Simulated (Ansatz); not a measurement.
**C2H5AlClF: density, localisation and related maps**

Input

```
crystal:
  periodic: [false, false, false]
  atoms:
    - {symbol: C, position_ang: [-1.414302, 0.468333, 0.349430]}
    - {symbol: C, position_ang: [-0.011914, 0.476945, -0.287103]}
    - {symbol: Al, position_ang: [0.207266, 1.559188, -1.900493]}
    - {symbol: Cl, position_ang: [-1.361682, 2.682361, -2.764077]}
    - {symbol: F, position_ang: [1.669536, 1.641654, -2.675942]}
    - {symbol: H, position_ang: [-1.437886, -0.163705, 1.245858]}
    - {symbol: H, position_ang: [-1.730814, 1.473684, 0.648141]}
    - {symbol: H, position_ang: [-2.171951, 0.084797, -0.342673]}
    - {symbol: H, position_ang: [0.736852, 0.826770, 0.438727]}
    - {symbol: H, position_ang: [0.300333, -0.546475, -0.541849]}
basis:
  gaussian: {orbitals: def2-TZVPD}
hamiltonian: {xc: pbe0}
output: {forces: true, orbitals: {seedname: orbitals}}
```

Command:

```sh
ansatz run input.yaml --threads 1 --pin off --max-ram 2610MiB --events-out events.jsonl --progress --plain --runs-dir runs
```

Geometry: B3LYP/6-31G*.

All numbers below come from isolated molecule in a Gaussian basis; Kohn-Sham density functional theory, functional PBE0 (Ansatz 0.2.0).

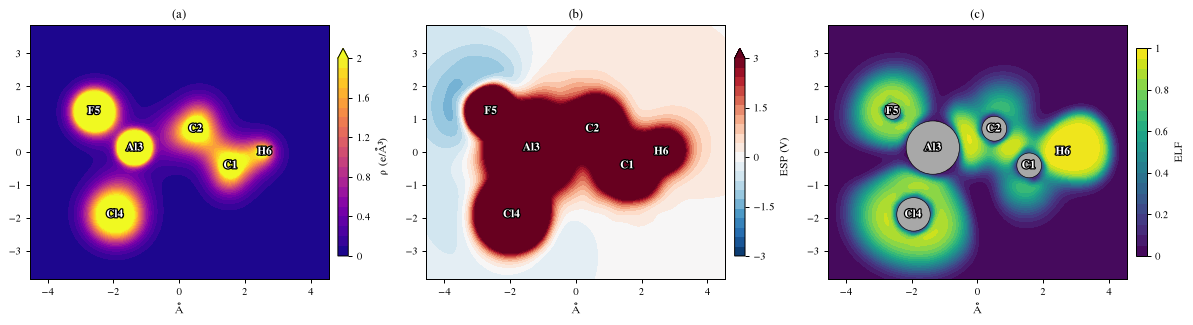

Figure 1. (a) total electron density; (b) electrostatic potential; (c) ELF on the plane of atoms C2, Al3 and F5. Grey discs cover the atomic cores in the ELF map.

### Interpret the plot.

- Atoms in the plane: C, Al, Cl, F and H.
- C–C (1.54 Å): ρ is about 1.6 e/Å³ halfway; the ELF peaks at about 0.95 between the atoms (localised, covalent bonding).
- Al–F (1.66 Å): ρ is about 0.9 e/Å³ halfway; the ELF peaks at about 0.85 in the valence shell of F, 0.6 Å from its nucleus, and is about 0.40 at the midpoint.
- C–Al (1.96 Å): ρ at the midpoint is about 0.73 e/Å³; the ELF peaks at about 0.95 between the atoms, as expected for a polar covalent bond.
- Al–Cl (2.11 Å): ρ is about 0.72 e/Å³ halfway; the ELF peaks at about 0.85 in the valence shell of Cl, 0.9 Å from its nucleus, and is about 0.80 at the midpoint.
- C–H (1.10 Å): the density is about 2 e/Å³ at the midpoint; the ELF climbs to about 1 towards the hydrogen, as it does in any bond to H: an ordinary covalent bond to hydrogen.
- The ELF also peaks beside Cl4 and F5, away from the bonds: lone-pair regions.
- Outside the dense part of the molecule the potential is most negative (−1.4 V) near F5.

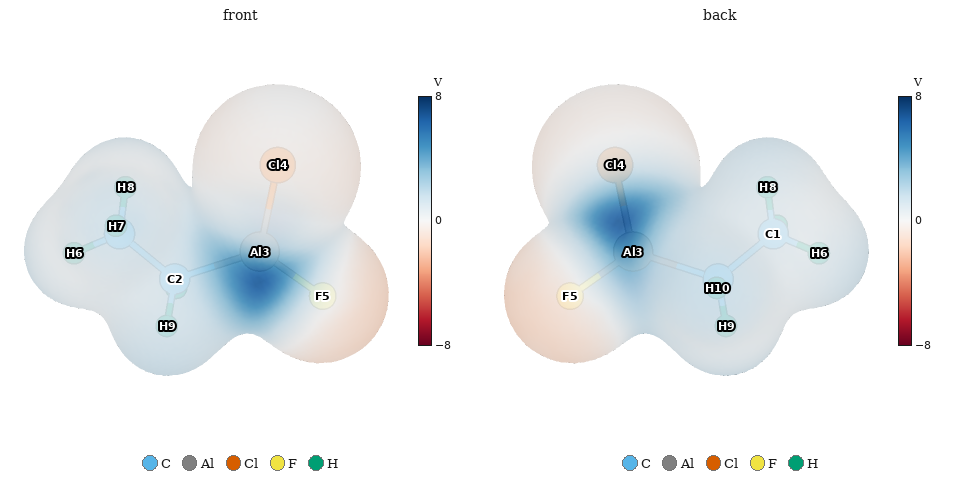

Figure 2. The molecular electrostatic potential painted on the density surface at 0.004 e/bohr³, seen from the front and from behind; the colour scale runs from red (negative) to blue (positive).

### Which sites attract a positive test charge, and which a negative one?

A positive charge is drawn to the negative regions and a negative charge to the positive ones. The most negative region (about −1.3 V) lies over F5, the most positive (about +6.3 V) over Al3.

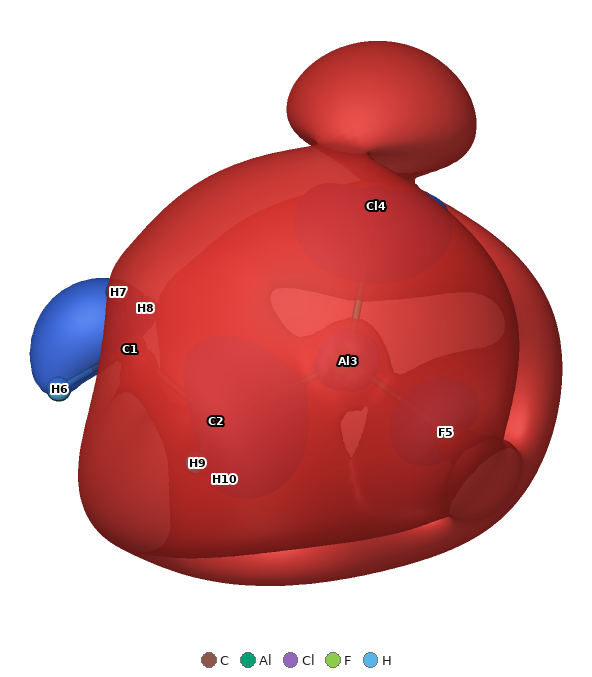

Figure 3. The LUMO at ±0.04 Å⁻³ᐟ² (red and blue are the two phases), seen at a tilt.

### What is the character of this orbital?

Its weight (Hirshfeld) is mainly on Al3 (about 55 %), Cl4 (about 15 %) and C2 (about 10 %). Its energy is −0.90 eV.
